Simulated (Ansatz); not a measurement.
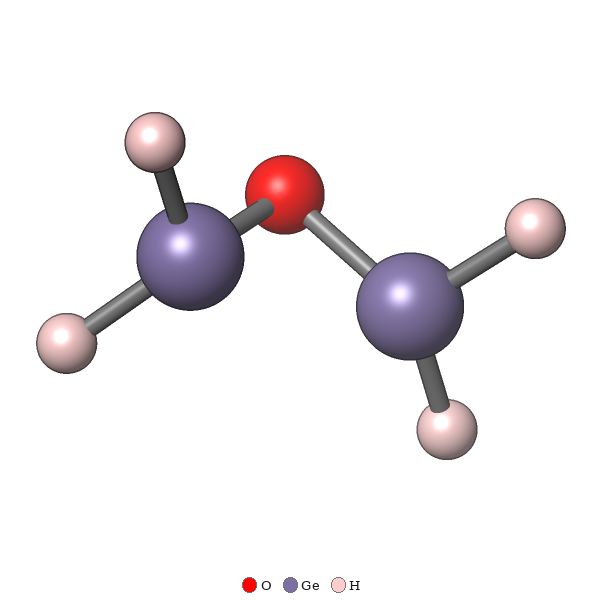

Ball-and-stick drawing of a structure.

Computed geometry: PBE0-D4/def2-TZVP optimisation.

Describe the molecule.

The molecule is Ge₂H₄O. This geometry has C2v symmetry. Coordination: 1 O bent; 2 Ge trigonal pyramidal.

The parts below concern this one geometry. Atoms keep their numbers from picture to picture.

## Geometry

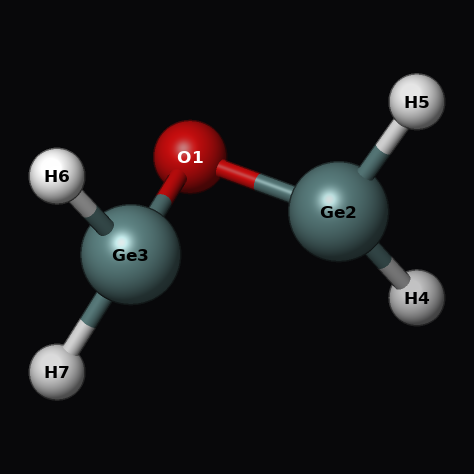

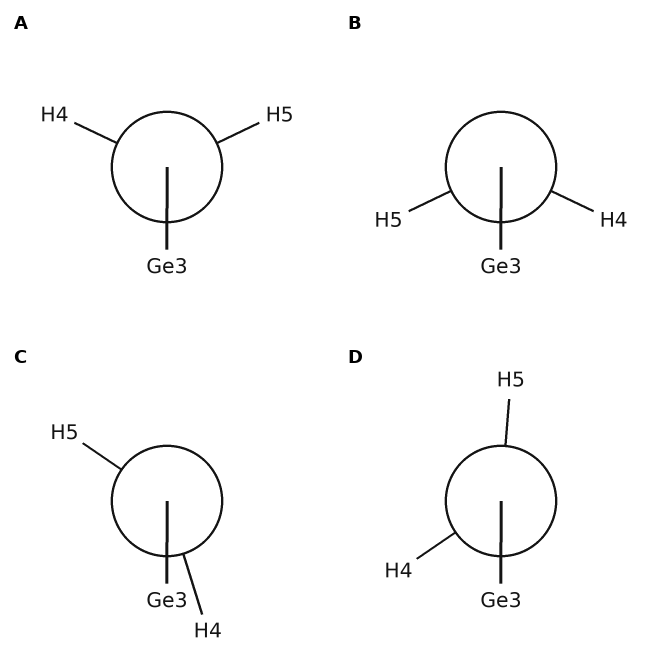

Distant atoms are faded towards the background colour. Bonds that would overlap in a projection are set slightly apart.

Which Newman projection shows the view along O1–Ge2, with O1 in front?

Answer. A. The torsion angle Ge3–O1–Ge2–H4 is 115°, anticlinal.

## Vibrations

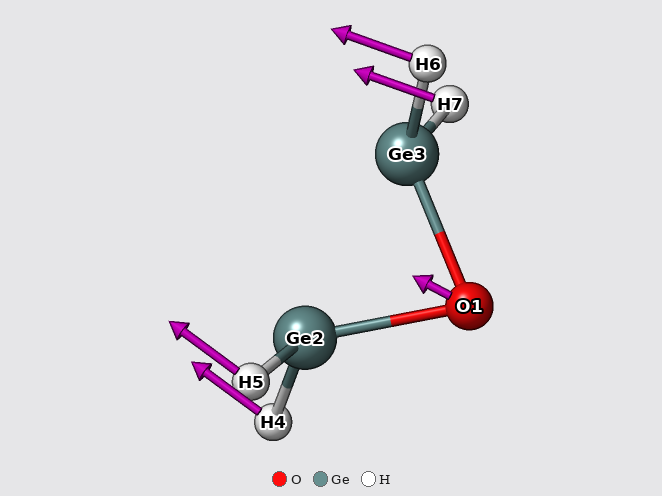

The arrows show one normal mode. Harmonic vibrations computed with RKS PBE0-D4/def2-TZVP (Ansatz 0.2.0) at a stationary point of the same level.

At what wavenumber does it lie?

Answer. 757 cm⁻¹; it is mode 9 of 15 counted from the lowest.

## Charges

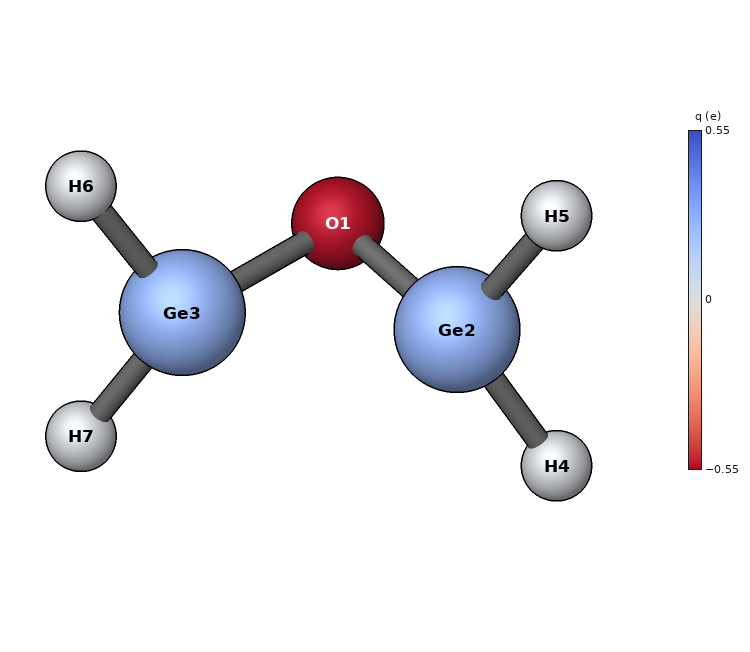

Atoms are coloured by their Mulliken charges. Level of theory: RKS PBE0-D4/def2-TZVP (Ansatz 0.2.0).

List the Mulliken charges.

```json
{"atom": "O1", "value (e)": "−0.53"}
{"atom": "Ge2", "value (e)": "0.24"}
{"atom": "Ge3", "value (e)": "0.24"}
{"atom": "H4", "value (e)": "0.01"}
{"atom": "H5", "value (e)": "0.01"}
{"atom": "H6", "value (e)": "0.01"}
{"atom": "H7", "value (e)": "0.01"}
```

## Levels of theory compared

Program: Ansatz 0.2.0.

Tabulate dipole (D) at these levels: B3LYP-D4/def2-TZVPP; PBE-D4/def2-TZVPP; PBE0-D4/def2-TZVP; r2SCAN-D4/def2-TZVPP; ωB97M-V/def2-TZVPP.

```
               level  dipole (D)
 B3LYP-D4/def2-TZVPP        2.03
   PBE-D4/def2-TZVPP        1.77
   PBE0-D4/def2-TZVP        1.95
r2SCAN-D4/def2-TZVPP        1.84
  ωB97M-V/def2-TZVPP        2.09
```

Mulliken values depend strongly on the basis set and can even reverse the polarity of a bond.
